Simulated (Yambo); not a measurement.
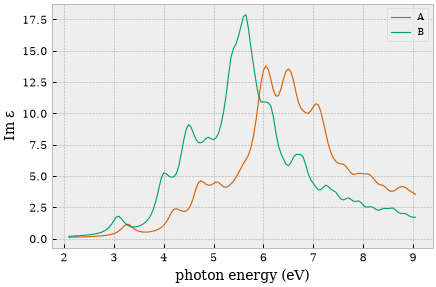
Fig. 1. Two computed absorption spectra of TlBr (space group P4/mmm, No. 123) under biaxial strain of -1 % along x and y, z relaxed (Yambo, PBE bands with the same scissor, field along x)

Axes are Cartesian, with cell vectors (Å) (3.87, 0.00, 0.00), (0.00, 3.87, 0.00), (0.00, 0.00, 3.95).

### Question
Which curve includes the electron-hole attraction (BSE)?

### Answer
Curve B: the attraction moves weight to lower energy (centre of the plotted range 5.8 eV against 6.5 eV). Settings: 8×8×8 mesh, 4 valence and 3 conduction bands, static screening with 42 bands and a 4 Ry block, scissor 1.60 eV, Tamm-Dancoff. The scissor comes from a G0W0 run whose convergence isn't established. Broadening 0.15 eV. The band window holds all transitions up to 9.4 eV. On this mesh the peak heights and the fine structure are mesh artefacts; only the shift of weight is robust.

Spin-orbit coupling is not included.

The potentials are those of PseudoDojo's stringent table.
